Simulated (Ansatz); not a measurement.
**Nudged elastic band, with input and output: AlHBrCl2F**

System: AlHBrCl2F.
Method: RKS BHLYP-D4/def2-SVP (Ansatz 0.2.0).

It belongs to a series of runs on one base structure; here: band between the two ends.

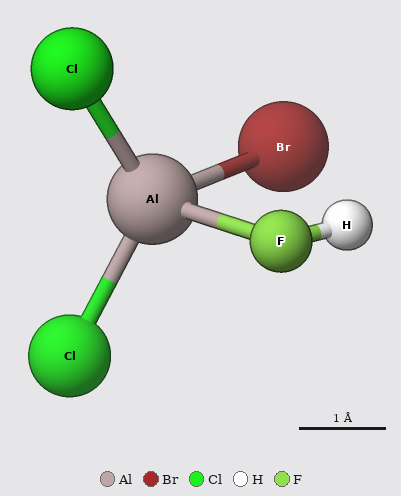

*The input geometry (ball-and-stick view, seen at a tilt). Sticks mark near contacts.*

**Input file**
```yaml
crystal:
  periodic: [false, false, false]
  atoms:
    - { symbol: Al, position_ang: [-0.225275, -0.351711, -0.437159] }
    - { symbol: Br, position_ang: [1.177465, 1.245315, -1.263864] }
    - { symbol: Cl, position_ang: [0.515141, -2.29446, -0.282474] }
    - { symbol: Cl, position_ang: [-2.274577, -0.039495, -0.659257] }
    - { symbol: H, position_ang: [0.699962, 1.076137, 1.257318] }
    - { symbol: F, position_ang: [0.107285, 0.364215, 1.385436] }
basis:
  gaussian: { orbitals: def2-SVP }
hamiltonian:
  xc: { name: BHLYP }
  dispersion: d4
neb:
  order_check: false
  images: 4
  f_tol: 0.05
  max_iterations: 60
  climbing: false
  final_atoms:
    - { symbol: Al, position_ang: [-0.49224651, -0.60017728, 0.05279689] }
    - { symbol: Br, position_ang: [1.1901645, 1.33767689, -0.80678161] }
    - { symbol: Cl, position_ang: [0.52103751, -2.33043032, -0.50813422] }
    - { symbol: Cl, position_ang: [-2.273917, -0.07104316, -0.88574967] }
    - { symbol: H, position_ang: [1.27105487, 1.66837383, 0.57385367] }
    - { symbol: F, position_ang: [-0.21609238, -0.00439897, 1.57401495] }
  initial_path:
    images:
      - { positions_ang: [[-0.225275, -0.351711, -0.437159], [1.177465, 1.245315, -1.263864], [0.515141, -2.29446, -0.282474], [-2.274577, -0.039495, -0.659257], [0.699962, 1.076137, 1.257318], [0.107285, 0.364215, 1.385436]] }
      - { positions_ang: [[-0.32563138, -0.46347401, -0.3756975], [1.22578679, 1.31177333, -1.18177471], [0.57039042, -2.29428104, -0.28838333], [-2.28869011, 0.01053228, -0.67039487], [0.72175659, 1.07536471, 1.08399317], [0.09638869, 0.36008573, 1.43225724]] }
      - { positions_ang: [[-0.42598776, -0.57523702, -0.314236], [1.27410859, 1.37823166, -1.09968543], [0.62563983, -2.29410209, -0.29429266], [-2.30280321, 0.06055956, -0.68153274], [0.74355117, 1.07459242, 0.91066834], [0.08549238, 0.35595647, 1.47907848]] }
      - { positions_ang: [[-0.47938206, -0.62493028, -0.21624482], [1.27664848, 1.39670403, -1.00826895], [0.62681914, -2.30129615, -0.33942471], [-2.30267121, 0.05424993, -0.72683127], [0.85776975, 1.19303979, 0.77397548], [0.0208169, 0.28223367, 1.51679427]] }
      - { positions_ang: [[-0.48581428, -0.61255378, -0.08172397], [1.23340649, 1.36719046, -0.90752528], [0.57392832, -2.31586324, -0.42377947], [-2.2882941, -0.00839661, -0.80629047], [1.06441231, 1.43070681, 0.67391458], [-0.09763774, 0.13891735, 1.54540461]] }
      - { positions_ang: [[-0.49224651, -0.60017728, 0.05279689], [1.1901645, 1.33767689, -0.80678161], [0.52103751, -2.33043032, -0.50813422], [-2.273917, -0.07104316, -0.88574967], [1.27105487, 1.66837383, 0.57385367], [-0.21609238, -0.00439897, 1.57401495]] }
```

Launch command:
```bash
ansatz run input.yaml --threads 2 --pin off --max-ram 3072MiB --backend cpu --events-out ev --progress --plain --runs-dir out
```

**Output**
```
Engine: ansatz 0.2.0, x86_64-unknown-linux-gnu
Functional definition: BHLYP
  parameter a = 0.5
  exchange = (1 - a)*b88_x + a*exact_x
  correlation = lyp_c
1033 factors; integrals over basis functions are off by at most 3.6e-4 eV
mean field evaluation 1: about -104404.9578 eV, gradient 2.5e1 eV
mean field evaluation 2: about -104405.4689 eV, gradient 2.2e1 eV
mean field evaluation 4: about -104406.3546 eV, gradient 6.4e-1 eV
mean field evaluation 8: about -104406.3790 eV, gradient 4.3e-2 eV
mean field evaluation 16: about -104406.3790 eV, gradient 2.2e-5 eV
mean field -104406.37904949 eV, -3836.8636608834 hartree, gradient 2.2e-5 eV, S^2 0.000000; 0 other end points of the search recorded, 0 dependent functions left out
the calculation of the forces begins
reference -104406.37921304 eV, -3836.8636668938 hartree; 46, 46 occupied and 59, 59 virtual orbitals, 1033 factors
1035 factors; integrals over basis functions are off by at most 1.2e-3 eV
mean field -104406.29125200 eV, -3836.8604343849 hartree, gradient 1.8e-5 eV, S^2 0.000000; 0 other end points of the search recorded, 0 dependent functions left out
[... from here on the field's lines of each further geometry are left out, up to the last ...]
NEB iter   1: max|band force component| = 3.076e0 eV/Å  barrier→ = 1.6291 eV  barrier← = 1.5380 eV  Δτ_max = 0.2000 Å  (151 SCF iters)
NEB iter   2: max|band force component| = 1.610e0 eV/Å  barrier→ = 0.5415 eV  barrier← = 0.4505 eV  Δτ_max = 0.2000 Å  (120 SCF iters)
NEB iter   3: max|band force component| = 2.076e0 eV/Å  barrier→ = 0.5221 eV  barrier← = 0.4311 eV  Δτ_max = 0.0932 Å  (118 SCF iters)
NEB iter   4: max|band force component| = 5.520e-1 eV/Å  barrier→ = 0.4014 eV  barrier← = 0.3104 eV  Δτ_max = 0.0428 Å  (119 SCF iters)
NEB iter   5: max|band force component| = 3.109e-1 eV/Å  barrier→ = 0.3712 eV  barrier← = 0.2802 eV  Δτ_max = 0.0296 Å  (122 SCF iters)
NEB iter   6: max|band force component| = 8.295e-2 eV/Å  barrier→ = 0.3663 eV  barrier← = 0.2753 eV  Δτ_max = 0.0049 Å  (110 SCF iters)
the calculation of the forces begins
reference -104406.25292005 eV, -3836.8590257120 hartree; 46, 46 occupied and 59, 59 virtual orbitals, 1035 factors
1033 factors; integrals over basis functions are off by at most 1.1e-3 eV
mean field -104406.01393784 eV, -3836.8502432775 hartree, gradient 1.5e-5 eV, S^2 0.000000; 1 other end points of the search recorded, 0 dependent functions left out
the calculation of the forces begins
reference -104406.01410378 eV, -3836.8502493760 hartree; 46, 46 occupied and 59, 59 virtual orbitals, 1033 factors
NEB iter   7: max|band force component| = 2.075e-2 eV/Å  barrier→ = 0.3655 eV  barrier← = 0.2745 eV  Δτ_max = 0.0000 Å  (200 SCF iters)
```

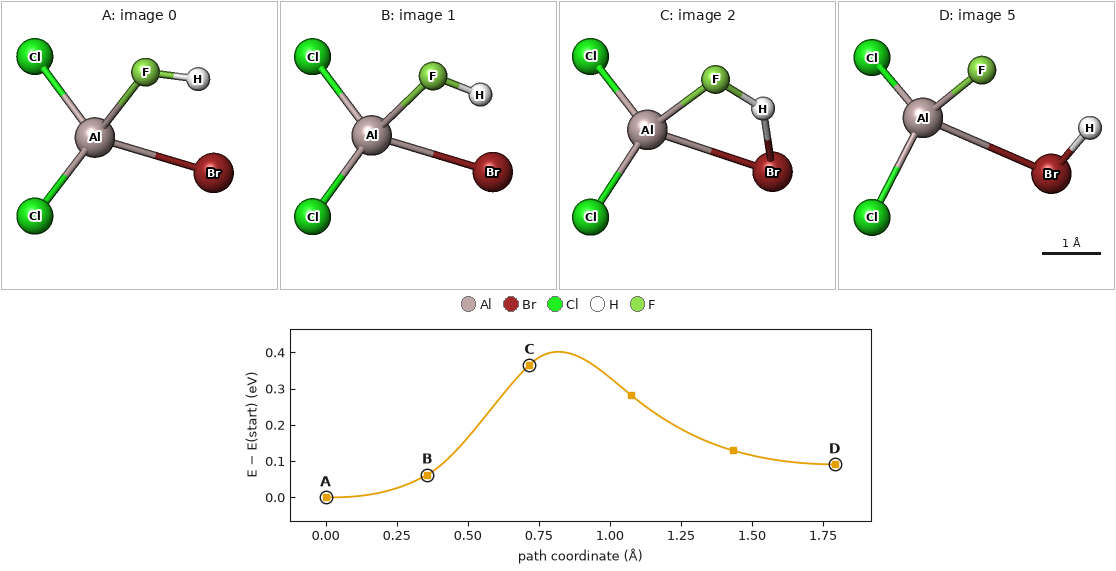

*Images of the last band (counted from 0; ball-and-stick, seen at a tilt) above the energy along the path; the line is a cubic interpolation that uses the forces.*

The highest image is number 2, 0.366 eV above the start and 0.275 eV above the end; the end lies 0.091 eV above the start. The path is 1.79 Å long. The band converged in 7 iterations.

```
Total energy: -104406.31727157 eV, -3836.8613905867 hartree
Atom 0 at    -0.327805    -0.434350    -0.172712 Å, force     0.151574     0.133865    -0.329870 eV/Å
Atom 1 at     1.207967     1.344896    -0.894784 Å, force    -0.042721    -0.082653    -0.173051 eV/Å
Atom 2 at     0.517098    -2.322755    -0.349512 Å, force    -0.017587     0.004318     0.072700 eV/Å
Atom 3 at    -2.292219    -0.052834    -0.726319 Å, force    -0.004996    -0.006611     0.072678 eV/Å
Atom 4 at     0.774043     1.083618     0.760017 Å, force    -0.310972    -0.308046     0.433277 eV/Å
Atom 5 at     0.120918     0.381426     1.383309 Å, force     0.224702     0.259127    -0.075733 eV/Å
Dipole moment:     0.181904     0.254452     0.179745 e Å
this run last wrote the band of iteration 7 to [file]
```

**The last band as extended XYZ (Å, eV, eV/Å)**
```
6
Properties=species:S:1:pos:R:3:forces:R:3 image=0 energy=-104406.68262
Al   -0.2253   -0.3517   -0.4372   -0.0008  -0.0017  -0.0036
Br    1.1775    1.2453   -1.2639    0.0040   0.0048  -0.0028
Cl    0.5151   -2.2945   -0.2825    0.0007  -0.0014  -0.0008
Cl   -2.2746   -0.0395   -0.6593   -0.0011   0.0004  -0.0011
H     0.7000    1.0761    1.2573    0.0230   0.0251  -0.0196
F     0.1073    0.3642    1.3854   -0.0259  -0.0271   0.0280
6
Properties=species:S:1:pos:R:3:forces:R:3 image=1 energy=-104406.61962
Al   -0.2636   -0.3832   -0.3368    0.0819   0.0630  -0.2107
Br    1.1891    1.2912   -1.0605   -0.0240  -0.0649  -0.2066
Cl    0.5101   -2.3143   -0.3040   -0.0084   0.0136   0.0463
Cl   -2.2875   -0.0541   -0.6893    0.0062   0.0016   0.0487
H     0.7191    1.0588    0.9975   -0.0750  -0.0386   0.3125
F     0.1328    0.4015    1.3931    0.0193   0.0252   0.0097
6
Properties=species:S:1:pos:R:3:forces:R:3 image=2 energy=-104406.31711
Al   -0.3278   -0.4344   -0.1727    0.1516   0.1339  -0.3299
Br    1.2080    1.3449   -0.8948   -0.0427  -0.0827  -0.1731
Cl    0.5171   -2.3228   -0.3495   -0.0176   0.0043   0.0727
Cl   -2.2922   -0.0528   -0.7263   -0.0050  -0.0066   0.0727
H     0.7740    1.0836    0.7600   -0.3110  -0.3080   0.4333
F     0.1209    0.3814    1.3833    0.2247   0.2591  -0.0757
6
Properties=species:S:1:pos:R:3:forces:R:3 image=3 energy=-104406.40073
Al   -0.3895   -0.4906   -0.0537   -0.1124  -0.0977   0.2501
Br    1.2283    1.3801   -0.8331    0.0329   0.0531   0.0716
Cl    0.5285   -2.3219   -0.3883    0.0166  -0.0111  -0.0620
Cl   -2.2878   -0.0463   -0.7662   -0.0044   0.0059  -0.0660
H     0.9149    1.2324    0.6077    0.2759   0.2933  -0.2899
F     0.0056    0.2463    1.4335   -0.2087  -0.2437   0.0963
6
Properties=species:S:1:pos:R:3:forces:R:3 image=4 energy=-104406.55317
Al   -0.4518   -0.5556    0.0191   -0.0368  -0.0371   0.0498
Br    1.2241    1.3756   -0.8290   -0.0097  -0.0140  -0.0149
Cl    0.5291   -2.3250   -0.4556   -0.0039  -0.0077  -0.0305
Cl   -2.2795   -0.0553   -0.8339   -0.0015  -0.0092  -0.0305
H     1.0865    1.4428    0.5923    0.1171   0.1409  -0.0238
F    -0.1085    0.1175    1.5071   -0.0652  -0.0728   0.0499
6
Properties=species:S:1:pos:R:3:forces:R:3 image=5 energy=-104406.59161
Al   -0.4922   -0.6002    0.0528   -0.0008  -0.0038  -0.0174
Br    1.1902    1.3377   -0.8068    0.0009  -0.0005  -0.0091
Cl    0.5210   -2.3304   -0.5081   -0.0166   0.0127  -0.0014
Cl   -2.2739   -0.0710   -0.8858    0.0159  -0.0135   0.0031
H     1.2711    1.6684    0.5739    0.0019   0.0032   0.0055
F    -0.2161   -0.0044    1.5740   -0.0012   0.0018   0.0194
```

**Key numbers**

| quantity | value |
| --- | --- |
| outcome | converged |
| barrier, forward | 0.365 eV |
| barrier, backward | 0.275 eV |
| hardware | 2 threads of AMD EPYC (Zen 3), 16 GiB of memory available, shared host |
| wall time | 72 s (CPU time 2.3 min) |
| peak memory | 0.28 GiB |

The order of the saddle point was not checked.
